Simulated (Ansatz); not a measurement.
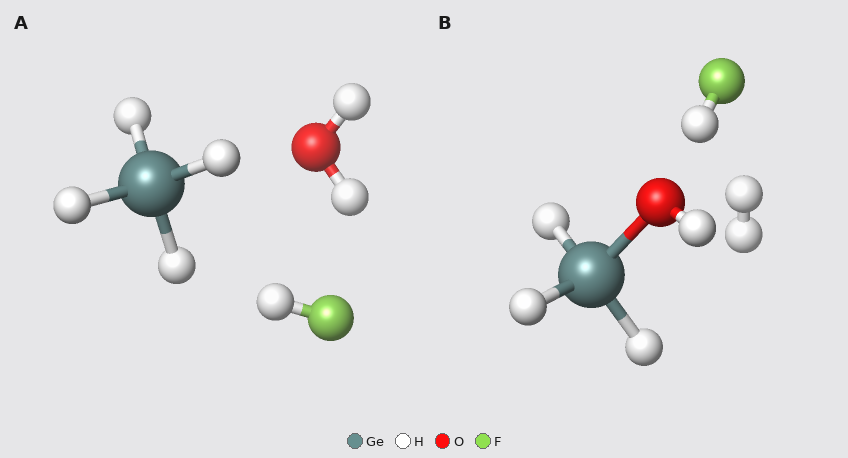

2 stationary structures of one formula. Geometries: PBE0-D4/def2-TZVP. Electronic energies: CCSD(T)/CBS (MP2 limit from def2-TZVPP and def2-QZVPP plus CCSD(T) − MP2) (Ansatz 0.2.0), without zero-point energy. Each is one conformer, not always the lowest.

Which is lowest in energy, and by how much?

Answer. B is lowest (a minimum); A lies 3.5 kcal/mol above it (a minimum).

Give E(B) − E(A) in kcal/mol at these levels too: CCSD(T)/CBS (MP2 limit from def2-TZVPP and def2-QZVPP plus CCSD(T) − MP2); SPW92 (LDA)/def2-SVP; PBE0-D4/def2-TZVP; BHLYP-D4/def2-TZVPP; PBE-D4/def2-TZVPP; r2SCAN-D4/def2-TZVPP; BLYP-D4/def2-TZVPP; PBE0-D4/def2-SVP.

| level | E(B) − E(A) (kcal/mol) |
| --- | --- |
| CCSD(T)/CBS (MP2 limit from def2-TZVPP and def2-QZVPP plus CCSD(T) − MP2) | −3.5 |
| SPW92 (LDA)/def2-SVP | −2.6 |
| PBE0-D4/def2-TZVP | −3.5 |
| BHLYP-D4/def2-TZVPP | −3.6 |
| PBE-D4/def2-TZVPP | −2.8 |
| r2SCAN-D4/def2-TZVPP | −3.7 |
| BLYP-D4/def2-TZVPP | −4.5 |
| PBE0-D4/def2-SVP | −1.9 |
